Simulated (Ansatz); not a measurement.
```yaml
crystal:
  periodic: [false, false, false]
  atoms:
    - {symbol: O, position_ang: [0.710328, 1.060870, -0.339843]}
    - {symbol: Si, position_ang: [0.093820, -0.338710, 0.188069]}
    - {symbol: F, position_ang: [-1.486807, -0.353945, 0.053355]}
    - {symbol: Br, position_ang: [0.537190, -0.650018, 2.325975]}
    - {symbol: H, position_ang: [0.230164, 1.577987, -0.988915]}
    - {symbol: H, position_ang: [0.653507, -1.419422, -0.629112]}
basis:
  gaussian: {orbitals: def2-TZVPP}
hamiltonian: {xc: pbe, dispersion: d4}
```

Geometry: moved along internal coordinates away from the minimum.

What structure does this define?

It has 6 atoms: 1 bromine, 1 fluorine, 2 hydrogen, 1 oxygen and 1 silicon (BrFH2OSi). SMILES: `O[Si@H](F)Br`. It has no ring. Among its groups: Si–H bond, Si–O bond. Coordination: 1 O bent; 1 Si tetrahedral.

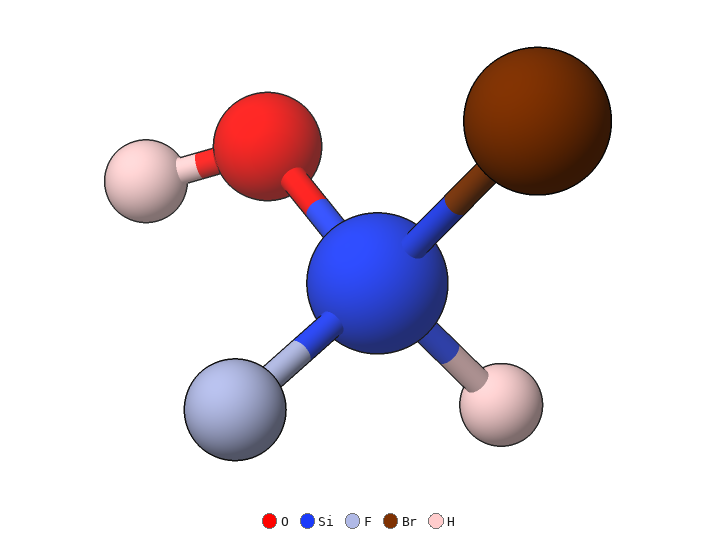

Simulated data, not a measurement (program: Ansatz).
